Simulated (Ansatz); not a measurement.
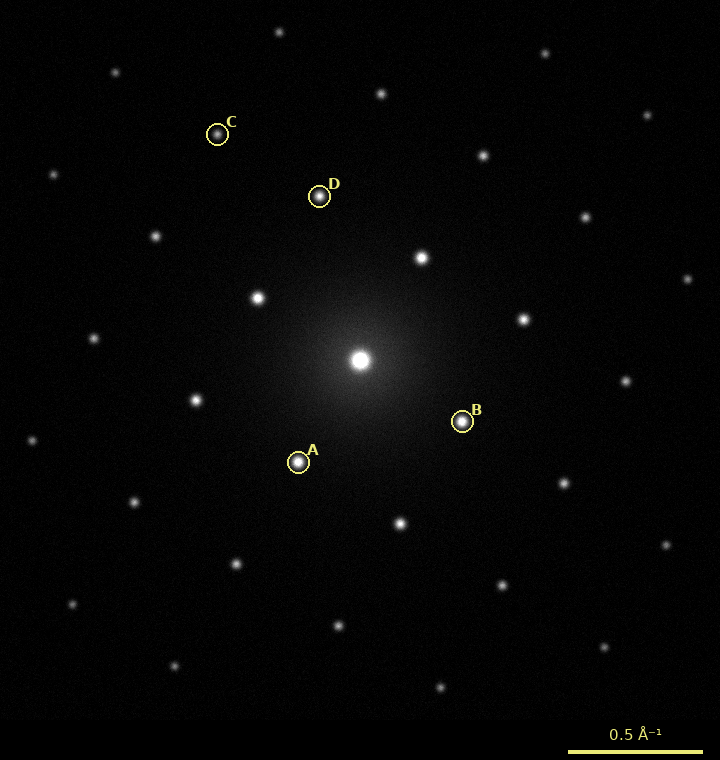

Simulated selected-area electron diffraction pattern (100 kV, kinematic approximation, thin crystal, B = 0.5 Å² for all atoms). The zone axis points towards the electron source and the pattern is seen from the source side.

The sample is Mo, space group Im-3m (No. 229), a = 3.16 Å. Structure: the input geometry of an electronic-structure calculation (not necessarily at equilibrium).

```cif
data_structure
_symmetry_space_group_name_H-M 'Im-3m'
_symmetry_Int_Tables_number 229
_cell_length_a 3.1606
_cell_length_b 3.1606
_cell_length_c 3.1606
_cell_angle_alpha 90.000
_cell_angle_beta 90.000
_cell_angle_gamma 90.000
_cell_volume 31.57
loop_
_atom_site_label
_atom_site_type_symbol
_atom_site_symmetry_multiplicity
_atom_site_Wyckoff_symbol
_atom_site_fract_x
_atom_site_fract_y
_atom_site_fract_z
_atom_site_occupancy
Mo1 Mo 2 a 0.00000 0.00000 0.00000 1
```

Spot A is indexed -1 -1 0 and spot B 1 -1 0.

> Give hkl for C, D.

C = −A − 2B = -1 3 0 (d = 0.999 Å). D = −A − B = 0 2 0 (d = 1.580 Å).

> Which zone axis is this?

The cross product of A and B is parallel to [001]; every spot obeys hu + kv + lw = 0.
